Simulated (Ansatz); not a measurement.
**Effect of As → Ru on InAs**

Consider InAs in the zinc blende structure (space group F-43m, No. 216; a = 6.087 Å).

It is then changed as follows: full substitution As → Ru, then cell and atoms are relaxed.

The values are results of plane-wave PAW DFT at the PBEsol level (Ansatz, a program for electronic structure, 420 eV), no SOC, not measurements. Settings: 14×14×14 k-points, 0.05 eV Fermi–Dirac smearing, for the changed cell.

The density goes up by 1.36 g/cm³ (5.59 g/cm³ → 6.95 g/cm³) and the space group is still F-43m (No. 216). The shortest interatomic distance decreases by 0.0765 Å, from 2.636 Å to 2.559 Å and the band gap remains zero.

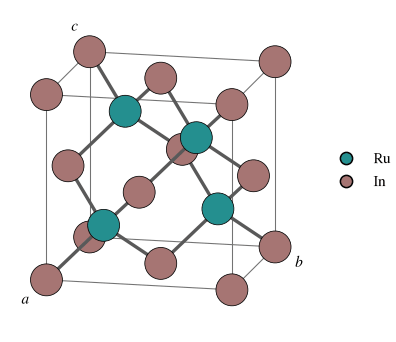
*The relaxed conventional cell after the change*

Stability against distortions was not tested. As relaxed here, InRu is a hypothetical phase, not in the database extracts checked. All final runs are without spin polarisation. An odd electron count without spin: InRu. InRu has a high density of states at the Fermi level and may be magnetic at this level. A zero or small gap of InAs can be the functional's error rather than a property of the material.
